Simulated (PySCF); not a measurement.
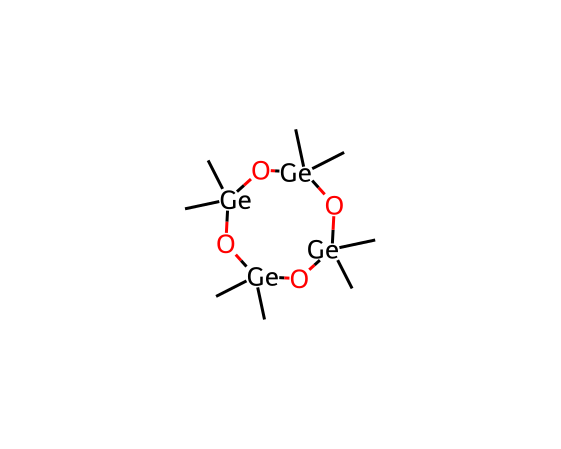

The drawing above gives the connectivity. The geometry was computed by an optimisation with PBE0-D3(BJ)/def2-SVP. No frequency run is at hand to confirm it as a minimum.

What does the molecule look like in three dimensions?

The molecule is C₈H₂₄Ge₄O₄. As SMILES it reads `[CH3][Ge]1([CH3])[O][Ge]([CH3])([CH3])[O][Ge]([CH3])([CH3])[O][Ge]([CH3])([CH3])[O]1`.

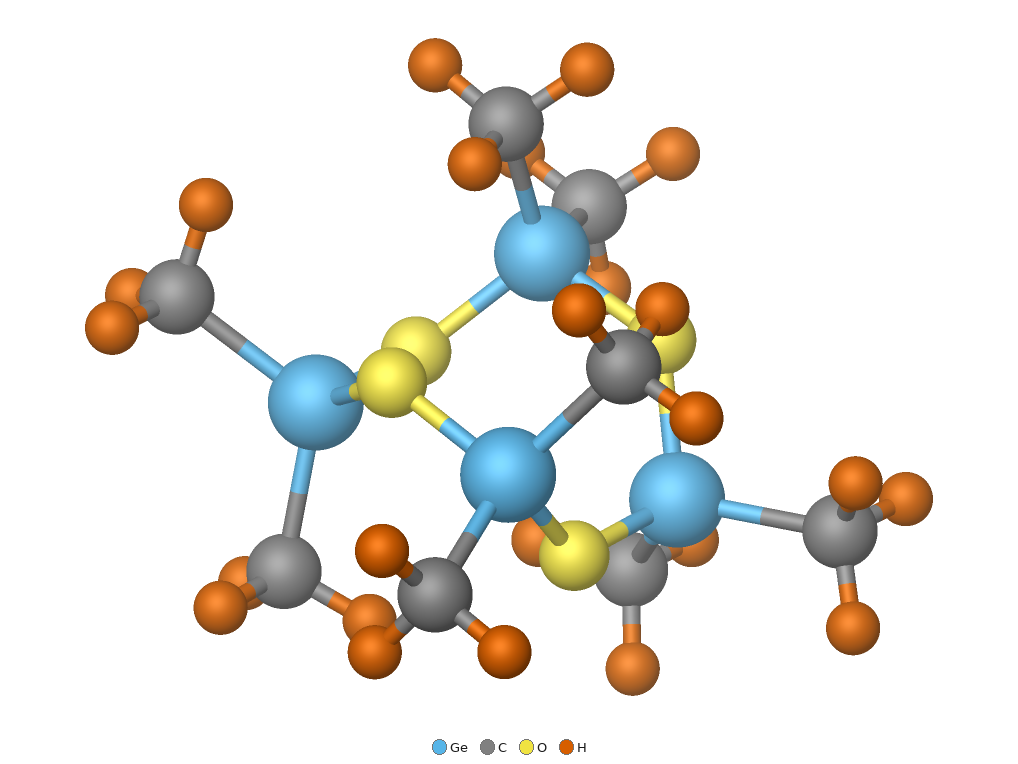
